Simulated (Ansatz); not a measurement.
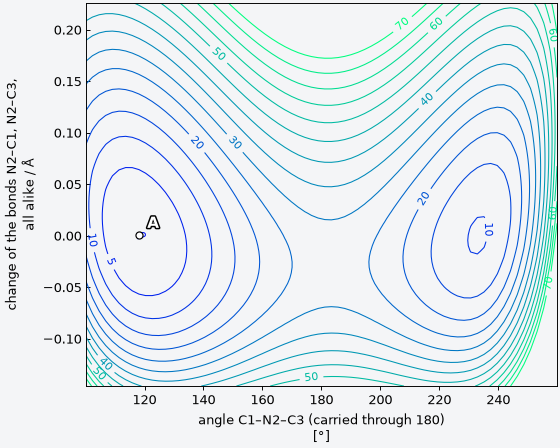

C₄H₆FN, SMILES C=NC=CCF. First axis: angle C1–N2–C3 (carried through 180). Second axis: change of the bonds N2–C1, N2–C3, all alike. Nothing is relaxed (all other coordinates rigid). Grid: 15 × 15 points. Points are written as (first, second). Energies are in kcal/mol, from the relaxed molecule at the same level. Method: RKS PBE0-D4/def2-SVP (Ansatz).

The picture shows contour lines labelled in kcal/mol (none above 70), the point A. Between grid points the surface is interpolated.

Question: Find the lowest pass out of the well at A.

Answer: The easiest path leads from the well at about (118°, 0.00 Å) to the well at about (233°, 0.00 Å), about 9.6 kcal/mol higher. Its highest point lies about 27 kcal/mol above the bottom of the first well on the interpolated surface, at about (183°, −0.03 Å). Seen from the upper well the barrier is about 18 kcal/mol. The start is the relaxed structure and all else is held, so a fully relaxed path at this level can only be lower.

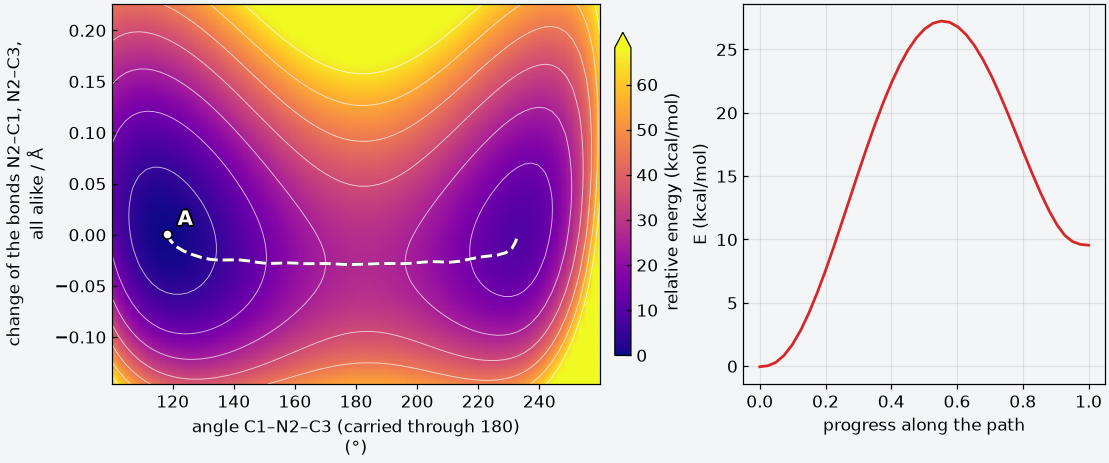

In the figure: a smooth colour map with a few white contour lines, a line along the lowest path, one colour for all values above the top of the scale, the energy along the path at the right. Between grid points the surface is interpolated.
